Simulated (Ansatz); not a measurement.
Reaction (SMILES): [O]N=O → N atom + 2 O atom
B3LYP-D3(BJ)/def2-TZVP geometries, fixed; electronic energies without zero-point terms.

Basis-set convergence of the atomisation energy at MP2 with Ansatz (an electronic-structure program). Cartesian d functions, on some or all atoms, in 6-31+G*; all else is spherical. Cores are frozen. Open shells are unrestricted. No added dispersion term, no relativity. Functions are those of the species that has most. Reference: Hartree-Fock in cc-pVQZ plus the correlation part extrapolated as X^-3 from cc-pVTZ and cc-pVQZ, 248.14 kcal/mol, itself unsure by roughly 2.21 kcal/mol (a third of the extrapolation step and of the last Hartree-Fock step). Deviations are taken from unrounded values.

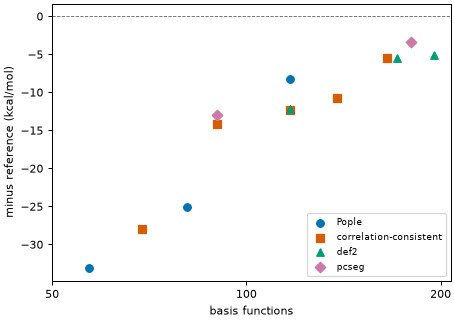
Figure. Deviation from the reference against the number of basis functions, by family of sets.

```csv
basis,functions,atomisation energy (kcal/mol),minus reference (kcal/mol)
6-31+G*,57,215.05,-33.09
aug-cc-pVDZ,69,220.15,-27.99
"6-311++G(2d,2p)",81,223.12,-25.03
cc-pVTZ,90,233.95,-14.19
pcseg-2,90,235.09,-13.05
"6-311++G(3df,3pd)",117,239.83,-8.31
def2-TZVPPD,117,235.94,-12.20
jun-cc-pV(T+d)Z,117,235.76,-12.38
aug-cc-pVTZ,138,237.39,-10.75
cc-pVQZ,165,242.63,-5.51
def2-QZVPP,171,242.59,-5.56
pcseg-3,180,244.79,-3.35
def2-QZVPPD,195,243.09,-5.05
```
